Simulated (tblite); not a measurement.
## Geometry relaxation, with input and output: C$_{4}$H$_{6}$FO$_{2}$Si (part 3 of 4)

Continued. System: C$_{4}$H$_{6}$FO$_{2}$Si, multiplicity 2, SMILES C=C(F)C(=O)[CH][SiH2]O. Method: GFN2-xTB geometry optimisation, gas phase (tblite 0.8.0). It belongs to a series of runs on one base structure; here: H removed from sp3 C.

Geometry of the input (Å):
```
C  -2.8124  0.7720  -0.1369
C  -1.8019  0.1012  0.3774
F  -1.9837  -0.7230  1.4467
C  -0.4107  0.1982  -0.1521
O  -0.1169  0.8982  -1.0934
C  0.5898  -0.6214  0.5533
Si 2.3117  -0.6464  0.0174
O  2.7085  0.6268  -0.9622
H  -3.8101  0.6721  0.2845
H  -2.6895  1.4352  -0.9812
H  0.3105  -1.2266  1.4034
H  2.5803  -1.9147  -0.7000
H  3.1893  -0.6163  1.2183
H  1.9344  1.0443  -1.3920
```

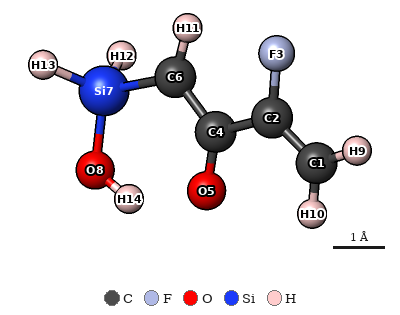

The geometry at step 47 of the log (ball-and-stick view, seen at a tilt; atoms are numbered from 1 in the order of the input).

## Trajectory as extended XYZ, continued
```
14
Properties=species:S:1:pos:R:3:forces:R:3 step=37 energy=-711.96881
C    -2.7904    0.7836   -0.1453    0.0050  -0.0010   0.0030
C    -1.7903    0.1054    0.4032    0.0120   0.0090  -0.0110
F    -2.0178   -0.7223    1.4489    0.0060   0.0160  -0.0320
C    -0.3791    0.1816   -0.0648   -0.0110  -0.0180   0.0200
O    -0.0973    0.9725   -0.9817    0.0080  -0.0170   0.0210
C     0.5800   -0.6655    0.5507   -0.0190   0.0030  -0.0060
Si    2.3772   -0.6483    0.0004   -0.0300   0.0060  -0.0160
O     2.6151    0.5572   -1.0393    0.0110   0.0050  -0.0160
H    -3.8025    0.7072    0.2105    0.0230  -0.0080   0.0040
H    -2.5774    1.4321   -0.9759   -0.0180  -0.0040   0.0180
H     0.2268   -1.3379    1.3171    0.0050   0.0180  -0.0150
H     2.6118   -1.9397   -0.6537    0.0120  -0.0320   0.0070
H     3.2212   -0.4347    1.1740   -0.0050   0.0140   0.0120
H     1.8220    1.0083   -1.3607    0.0010   0.0080   0.0110
14
Properties=species:S:1:pos:R:3:forces:R:3 step=39 energy=-711.96924
C    -2.7882    0.7843   -0.1452   -0.0040   0.0030   0.0020
C    -1.7884    0.1060    0.4032    0.0020   0.0110  -0.0100
F    -2.0150   -0.7231    1.4472   -0.0140   0.0010  -0.0150
C    -0.3781    0.1825   -0.0628    0.0100  -0.0020   0.0040
O    -0.0949    0.9795   -0.9742    0.0160  -0.0130   0.0060
C     0.5790   -0.6700    0.5473   -0.0010   0.0110  -0.0030
Si    2.3772   -0.6494   -0.0025   -0.0270   0.0040  -0.0010
O     2.6117    0.5532   -1.0469   -0.0080  -0.0120  -0.0050
H    -3.8004    0.7070    0.2070   -0.0090  -0.0190   0.0300
H    -2.5785    1.4359   -0.9732    0.0080   0.0050  -0.0050
H     0.2241   -1.3397    1.3153    0.0170   0.0100  -0.0200
H     2.6220   -1.9428   -0.6482    0.0070  -0.0280   0.0030
H     3.2150   -0.4277    1.1747   -0.0060   0.0140   0.0090
H     1.8138    1.0039   -1.3584    0.0090   0.0170   0.0040
14
Properties=species:S:1:pos:R:3:forces:R:3 step=40 energy=-711.96938
C    -2.7875    0.7847   -0.1452   -0.0080   0.0060   0.0000
C    -1.7877    0.1065    0.4030   -0.0050   0.0070  -0.0050
F    -2.0144   -0.7233    1.4461   -0.0200  -0.0080  -0.0050
C    -0.3777    0.1828   -0.0618    0.0110   0.0090  -0.0070
O    -0.0936    0.9818   -0.9710    0.0170  -0.0020  -0.0070
C     0.5787   -0.6714    0.5461    0.0080   0.0090   0.0000
Si    2.3765   -0.6496   -0.0035   -0.0070  -0.0060   0.0030
O     2.6100    0.5514   -1.0499   -0.0120  -0.0170  -0.0020
H    -3.7998    0.7066    0.2063   -0.0120  -0.0200   0.0340
H    -2.5782    1.4372   -0.9723    0.0110   0.0080  -0.0110
H     0.2237   -1.3405    1.3139    0.0150  -0.0020  -0.0100
H     2.6258   -1.9445   -0.6459    0.0030  -0.0150   0.0080
H     3.2128   -0.4247    1.1752   -0.0120   0.0120   0.0010
H     1.8107    1.0027   -1.3576    0.0100   0.0190   0.0020
14
Properties=species:S:1:pos:R:3:forces:R:3 step=41 energy=-711.96952
C    -2.7871    0.7852   -0.1453   -0.0110   0.0080  -0.0010
C    -1.7871    0.1071    0.4028   -0.0100   0.0020   0.0000
F    -2.0143   -0.7235    1.4448   -0.0220  -0.0130   0.0020
C    -0.3771    0.1831   -0.0608    0.0070   0.0190  -0.0140
O    -0.0920    0.9838   -0.9682    0.0170   0.0090  -0.0200
C     0.5785   -0.6725    0.5449    0.0120   0.0070   0.0030
Si    2.3757   -0.6500   -0.0044    0.0170  -0.0170   0.0040
O     2.6082    0.5494   -1.0529   -0.0120  -0.0200  -0.0010
H    -3.7993    0.7057    0.2064   -0.0090  -0.0180   0.0300
H    -2.5778    1.4386   -0.9717    0.0090   0.0080  -0.0100
H     0.2237   -1.3414    1.3124    0.0100  -0.0140   0.0020
H     2.6294   -1.9465   -0.6436   -0.0020  -0.0010   0.0130
H     3.2105   -0.4216    1.1757   -0.0180   0.0100  -0.0070
H     1.8081    1.0021   -1.3568    0.0110   0.0200  -0.0010
14
Properties=species:S:1:pos:R:3:forces:R:3 step=42 energy=-711.96973
C    -2.7868    0.7860   -0.1453   -0.0120   0.0080  -0.0010
C    -1.7865    0.1081    0.4023   -0.0120  -0.0040   0.0030
F    -2.0145   -0.7241    1.4430   -0.0210  -0.0140   0.0040
C    -0.3762    0.1839   -0.0599    0.0000   0.0260  -0.0190
O    -0.0897    0.9864   -0.9652    0.0110   0.0200  -0.0300
C     0.5784   -0.6737    0.5435    0.0130   0.0040   0.0050
Si    2.3749   -0.6509   -0.0056    0.0410  -0.0270   0.0050
O     2.6059    0.5464   -1.0567   -0.0100  -0.0220  -0.0030
H    -3.7988    0.7040    0.2074    0.0000  -0.0110   0.0200
H    -2.5775    1.4406   -0.9711    0.0010   0.0040  -0.0030
H     0.2238   -1.3423    1.3106    0.0040  -0.0260   0.0140
H     2.6341   -1.9494   -0.6403   -0.0070   0.0150   0.0170
H     3.2069   -0.4174    1.1761   -0.0200   0.0070  -0.0120
H     1.8052    1.0018   -1.3556    0.0110   0.0190  -0.0030
14
Properties=species:S:1:pos:R:3:forces:R:3 step=44 energy=-711.97022
C    -2.7867    0.7883   -0.1450   -0.0050   0.0000   0.0050
C    -1.7853    0.1102    0.4007    0.0000  -0.0100   0.0000
F    -2.0157   -0.7262    1.4383   -0.0070  -0.0030  -0.0080
C    -0.3737    0.1871   -0.0593   -0.0080   0.0160  -0.0110
O    -0.0837    0.9931   -0.9606   -0.0140   0.0230  -0.0210
C     0.5784   -0.6760    0.5403    0.0030   0.0010   0.0060
Si    2.3745   -0.6547   -0.0088    0.0380  -0.0180   0.0070
O     2.6012    0.5380   -1.0654    0.0020  -0.0170  -0.0130
H    -3.7972    0.6986    0.2122    0.0130   0.0110  -0.0070
H    -2.5786    1.4460   -0.9694   -0.0170  -0.0080   0.0190
H     0.2240   -1.3443    1.3077   -0.0020  -0.0240   0.0130
H     2.6450   -1.9557   -0.6321   -0.0100   0.0180   0.0120
H     3.1963   -0.4074    1.1769   -0.0040   0.0030   0.0020
H     1.8009    1.0026   -1.3521    0.0120   0.0080  -0.0040
14
Properties=species:S:1:pos:R:3:forces:R:3 step=45 energy=-711.97035
C    -2.7868    0.7888   -0.1447    0.0000  -0.0040   0.0070
C    -1.7850    0.1105    0.4002    0.0060  -0.0070  -0.0050
F    -2.0162   -0.7270    1.4369    0.0000   0.0000  -0.0120
C    -0.3731    0.1884   -0.0597   -0.0030   0.0030  -0.0030
O    -0.0825    0.9952   -0.9602   -0.0220   0.0130  -0.0060
C     0.5784   -0.6764    0.5395    0.0000   0.0030   0.0030
Si    2.3752   -0.6562   -0.0095    0.0120  -0.0010   0.0080
O     2.6002    0.5352   -1.0678    0.0060  -0.0150  -0.0160
H    -3.7965    0.6972    0.2136    0.0060   0.0140  -0.0090
H    -2.5796    1.4473   -0.9685   -0.0180  -0.0060   0.0180
H     0.2239   -1.3448    1.3075    0.0000  -0.0120   0.0000
H     2.6477   -1.9569   -0.6300   -0.0060   0.0050   0.0050
H     3.1932   -0.4048    1.1771    0.0070   0.0040   0.0130
H     1.8005    1.0031   -1.3512    0.0120   0.0030  -0.0040
14
Properties=species:S:1:pos:R:3:forces:R:3 step=46 energy=-711.97042
C    -2.7867    0.7889   -0.1444    0.0020  -0.0050   0.0060
C    -1.7848    0.1105    0.3999    0.0060  -0.0040  -0.0060
F    -2.0164   -0.7274    1.4361    0.0040  -0.0020  -0.0110
C    -0.3728    0.1891   -0.0601    0.0010  -0.0040   0.0020
O    -0.0824    0.9966   -0.9602   -0.0210   0.0040   0.0040
C     0.5784   -0.6766    0.5392   -0.0010   0.0050   0.0010
Si    2.3758   -0.6570   -0.0096   -0.0060   0.0110   0.0080
O     2.5997    0.5335   -1.0692    0.0080  -0.0130  -0.0160
H    -3.7962    0.6969    0.2140   -0.0030   0.0120  -0.0050
H    -2.5805    1.4479   -0.9677   -0.0140  -0.0010   0.0110
H     0.2238   -1.3453    1.3074    0.0020  -0.0010  -0.0100
H     2.6490   -1.9573   -0.6289   -0.0030  -0.0040   0.0010
H     3.1918   -0.4035    1.1775    0.0120   0.0040   0.0180
H     1.8004    1.0032   -1.3508    0.0130   0.0000  -0.0030
14
Properties=species:S:1:pos:R:3:forces:R:3 step=47 energy=-711.97050
C    -2.7867    0.7889   -0.1439    0.0030  -0.0030   0.0050
C    -1.7844    0.1104    0.3994    0.0030  -0.0020  -0.0050
F    -2.0164   -0.7279    1.4351    0.0070  -0.0080  -0.0060
C    -0.3725    0.1898   -0.0604    0.0030  -0.0090   0.0040
O    -0.0826    0.9981   -0.9600   -0.0160  -0.0040   0.0120
C     0.5785   -0.6767    0.5388    0.0010   0.0070  -0.0020
Si    2.3764   -0.6575   -0.0095   -0.0190   0.0180   0.0080
O     2.5994    0.5316   -1.0709    0.0090  -0.0110  -0.0150
H    -3.7959    0.6969    0.2143   -0.0110   0.0080   0.0010
H    -2.5816    1.4484   -0.9667   -0.0080   0.0070   0.0010
H     0.2238   -1.3458    1.3071    0.0030   0.0070  -0.0190
H     2.6502   -1.9577   -0.6277   -0.0010  -0.0100  -0.0010
H     3.1907   -0.4023    1.1783    0.0150   0.0040   0.0190
H     1.8006    1.0034   -1.3506    0.0130  -0.0030  -0.0020
14
Properties=species:S:1:pos:R:3:forces:R:3 step=49 energy=-711.97072
C    -2.7870    0.7891   -0.1426   -0.0030   0.0040  -0.0030
C    -1.7836    0.1101    0.3977   -0.0150  -0.0030   0.0040
F    -2.0163   -0.7298    1.4315    0.0110  -0.0230   0.0110
C    -0.3719    0.1911   -0.0610   -0.0060  -0.0090   0.0030
O    -0.0838    1.0019   -0.9588    0.0090  -0.0110   0.0160
C     0.5788   -0.6765    0.5377    0.0020   0.0100  -0.0070
Si    2.3770   -0.6581   -0.0088   -0.0140   0.0160   0.0050
O     2.5991    0.5252   -1.0771    0.0100  -0.0060  -0.0070
H    -3.7959    0.6969    0.2158   -0.0160  -0.0020   0.0120
H    -2.5853    1.4505   -0.9638    0.0050   0.0190  -0.0150
H     0.2245   -1.3472    1.3050   -0.0020   0.0150  -0.0230
H     2.6532   -1.9597   -0.6238   -0.0010  -0.0020   0.0060
H     3.1882   -0.3982    1.1815    0.0080   0.0020   0.0030
H     1.8025    1.0044   -1.3502    0.0120  -0.0090  -0.0040
14
Properties=species:S:1:pos:R:3:forces:R:3 step=50 energy=-711.97083
C    -2.7874    0.7894   -0.1419   -0.0080   0.0070  -0.0050
C    -1.7835    0.1098    0.3968   -0.0220  -0.0050   0.0090
F    -2.0160   -0.7315    1.4295    0.0100  -0.0250   0.0130
C    -0.3717    0.1915   -0.0612   -0.0140  -0.0030  -0.0010
O    -0.0843    1.0036   -0.9579    0.0200  -0.0070   0.0120
C     0.5790   -0.6760    0.5370    0.0000   0.0090  -0.0080
Si    2.3770   -0.6580   -0.0082    0.0020   0.0070   0.0020
O     2.5992    0.5214   -1.0808    0.0100  -0.0030  -0.0030
H    -3.7962    0.6968    0.2172   -0.0090  -0.0040   0.0110
H    -2.5873    1.4522   -0.9626    0.0080   0.0160  -0.0120
H     0.2250   -1.3478    1.3032   -0.0070   0.0110  -0.0160
H     2.6545   -1.9611   -0.6213   -0.0020   0.0090   0.0130
H     3.1870   -0.3958    1.1834    0.0010   0.0000  -0.0090
H     1.8040    1.0051   -1.3501    0.0110  -0.0120  -0.0060
14
Properties=species:S:1:pos:R:3:forces:R:3 step=51 energy=-711.97095
C    -2.7879    0.7898   -0.1414   -0.0120   0.0070  -0.0030
C    -1.7839    0.1093    0.3962   -0.0220  -0.0060   0.0100
F    -2.0156   -0.7336    1.4279    0.0050  -0.0200   0.0090
C    -0.3719    0.1917   -0.0612   -0.0190   0.0040  -0.0040
O    -0.0844    1.0052   -0.9566    0.0240  -0.0010   0.0050
C     0.5792   -0.6755    0.5363   -0.0030   0.0060  -0.0070
Si    2.3771   -0.6578   -0.0076    0.0170  -0.0020  -0.0020
O     2.5995    0.5176   -1.0846    0.0100   0.0010   0.0020
H    -3.7967    0.6968    0.2186   -0.0010  -0.0030   0.0060
H    -2.5889    1.4541   -0.9617    0.0090   0.0070  -0.0010
H     0.2252   -1.3484    1.3010   -0.0110   0.0040  -0.0060
H     2.6556   -1.9622   -0.6184   -0.0030   0.0170   0.0180
H     3.1862   -0.3932    1.1849   -0.0040  -0.0010  -0.0180
H     1.8057    1.0055   -1.3500    0.0090  -0.0130  -0.0090
14
Properties=species:S:1:pos:R:3:forces:R:3 step=52 energy=-711.97106
C    -2.7884    0.7904   -0.1410   -0.0120   0.0050   0.0010
C    -1.7846    0.1088    0.3959   -0.0140  -0.0060   0.0060
F    -2.0152   -0.7360    1.4266   -0.0020  -0.0100  -0.0010
C    -0.3723    0.1920   -0.0611   -0.0160   0.0090  -0.0050
O    -0.0839    1.0071   -0.9546    0.0200   0.0060  -0.0010
C     0.5793   -0.6752    0.5354   -0.0070   0.0010  -0.0050
Si    2.3773   -0.6574   -0.0070    0.0210  -0.0060  -0.0050
O     2.5997    0.5138   -1.0886    0.0100   0.0050   0.0050
H    -3.7971    0.6969    0.2197    0.0050  -0.0020   0.0010
H    -2.5898    1.4560   -0.9609    0.0090  -0.0040   0.0120
H     0.2251   -1.3494    1.2983   -0.0120  -0.0030   0.0030
H     2.6568   -1.9630   -0.6151   -0.0030   0.0190   0.0210
H     3.1854   -0.3899    1.1858   -0.0070  -0.0010  -0.0210
H     1.8069    1.0054   -1.3500    0.0080  -0.0140  -0.0120
14
Properties=species:S:1:pos:R:3:forces:R:3 step=54 energy=-711.97124
C    -2.7889    0.7914   -0.1403   -0.0040  -0.0040   0.0100
C    -1.7859    0.1078    0.3959    0.0080   0.0010  -0.0060
F    -2.0150   -0.7403    1.4247   -0.0110   0.0060  -0.0170
C    -0.3731    0.1931   -0.0604    0.0040   0.0080  -0.0030
O    -0.0821    1.0117   -0.9500   -0.0020   0.0100  -0.0030
C     0.5789   -0.6754    0.5334   -0.0080  -0.0060   0.0010
Si    2.3784   -0.6570   -0.0065   -0.0030   0.0030  -0.0050
O     2.5992    0.5075   -1.0955    0.0090   0.0110   0.0070
H    -3.7975    0.6974    0.2201   -0.0030   0.0000  -0.0010
H    -2.5894    1.4590   -0.9588    0.0080  -0.0120   0.0220
H     0.2236   -1.3523    1.2935   -0.0080  -0.0060   0.0070
H     2.6599   -1.9636   -0.6083    0.0020   0.0000   0.0130
H     3.1840   -0.3832    1.1858    0.0000   0.0020  -0.0100
H     1.8071    1.0033   -1.3505    0.0080  -0.0110  -0.0170
14
Properties=species:S:1:pos:R:3:forces:R:3 step=55 energy=-711.97131
C    -2.7892    0.7918   -0.1397    0.0010  -0.0070   0.0110
C    -1.7863    0.1075    0.3958    0.0140   0.0040  -0.0090
F    -2.0151   -0.7420    1.4235   -0.0110   0.0060  -0.0170
C    -0.3733    0.1939   -0.0603    0.0130   0.0030   0.0000
O    -0.0811    1.0141   -0.9480   -0.0100   0.0090  -0.0020
C     0.5785   -0.6757    0.5324   -0.0050  -0.0070   0.0030
Si    2.3788   -0.6568   -0.0065   -0.0200   0.0080  -0.0020
O     2.5992    0.5049   -1.0983    0.0110   0.0120   0.0070
H    -3.7978    0.6976    0.2202   -0.0100  -0.0010   0.0020
H    -2.5890    1.4601   -0.9571    0.0080  -0.0070   0.0170
H     0.2226   -1.3536    1.2916   -0.0040  -0.0040   0.0050
H     2.6617   -1.9638   -0.6048    0.0050  -0.0130   0.0060
H     3.1831   -0.3802    1.1854    0.0050   0.0040  -0.0010
H     1.8071    1.0018   -1.3511    0.0040  -0.0070  -0.0200
14
Properties=species:S:1:pos:R:3:forces:R:3 step=56 energy=-711.97142
C    -2.7895    0.7922   -0.1386    0.0070  -0.0070   0.0100
C    -1.7865    0.1071    0.3955    0.0150   0.0060  -0.0090
F    -2.0155   -0.7445    1.4212   -0.0090   0.0030  -0.0140
C    -0.3733    0.1953   -0.0599    0.0210  -0.0010   0.0020
O    -0.0797    1.0184   -0.9445   -0.0180   0.0030   0.0040
C     0.5779   -0.6766    0.5310   -0.0020  -0.0060   0.0030
Si    2.3791   -0.6566   -0.0065   -0.0300   0.0120   0.0000
O     2.5989    0.5009   -1.1030    0.0020   0.0130   0.0090
H    -3.7982    0.6977    0.2203   -0.0140  -0.0030   0.0040
H    -2.5881    1.4617   -0.9543    0.0060   0.0030   0.0070
H     0.2212   -1.3560    1.2887   -0.0010   0.0010  -0.0010
H     2.6650   -1.9647   -0.5993    0.0060  -0.0230   0.0000
H     3.1815   -0.3750    1.1851    0.0070   0.0060   0.0060
H     1.8067    0.9996   -1.3523    0.0090  -0.0060  -0.0220
14
Properties=species:S:1:pos:R:3:forces:R:3 step=57 energy=-711.97154
C    -2.7907    0.7924   -0.1368    0.0120  -0.0030   0.0040
C    -1.7868    0.1066    0.3943    0.0110   0.0060  -0.0040
F    -2.0159   -0.7473    1.4179   -0.0040  -0.0060  -0.0050
C    -0.3735    0.1966   -0.0605    0.0160  -0.0080   0.0080
O    -0.0791    1.0214   -0.9430   -0.0180   0.0060   0.0000
C     0.5771   -0.6766    0.5296    0.0060  -0.0060   0.0030
Si    2.3789   -0.6561   -0.0064   -0.0350   0.0060   0.0060
O     2.6008    0.4978   -1.1062    0.0090   0.0080   0.0110
H    -3.7993    0.6974    0.2221   -0.0130  -0.0060   0.0050
H    -2.5889    1.4632   -0.9508    0.0020   0.0150  -0.0050
H     0.2199   -1.3565    1.2867    0.0020   0.0020  -0.0030
H     2.6670   -1.9654   -0.5940    0.0070  -0.0300  -0.0060
H     3.1799   -0.3717    1.1850    0.0100   0.0090   0.0140
H     1.8098    0.9978   -1.3548   -0.0040   0.0060  -0.0290
```
